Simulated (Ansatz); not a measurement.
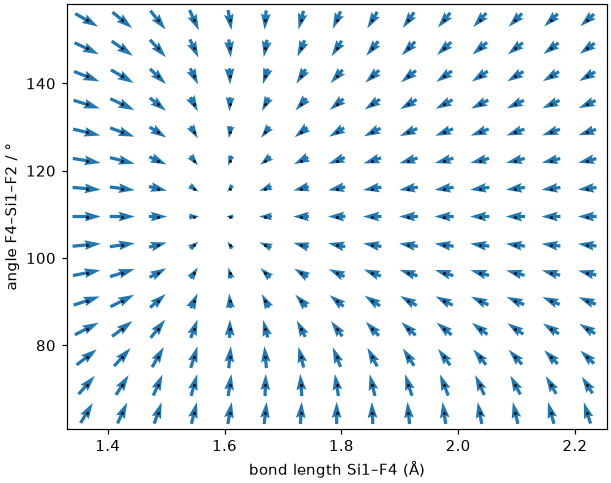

SiF4. Coordinates scanned: (1) bond length Si1–F4; (2) angle F4–Si1–F2. Nothing is relaxed (all other coordinates rigid). The scan uses a 15 × 15 grid. These are results of Ansatz, RKS PBE0-D4/def2-SVP, not measurements.

In the figure: dots at the grid points, arrows along the force (downhill), their lengths compressed.

Question: The arrows alone are given. Where is the energy lowest?

Answer: The arrows converge at about bond length Si1–F4 = 1.586 Å, angle F4–Si1–F2 = 110° (read from the interpolated surface).

The energy map of the same scan:

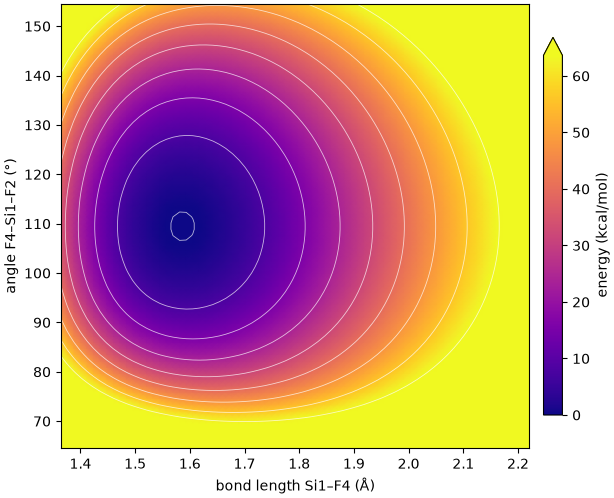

Energies are in kcal/mol, from the lowest grid point; between grid points the surface is interpolated.
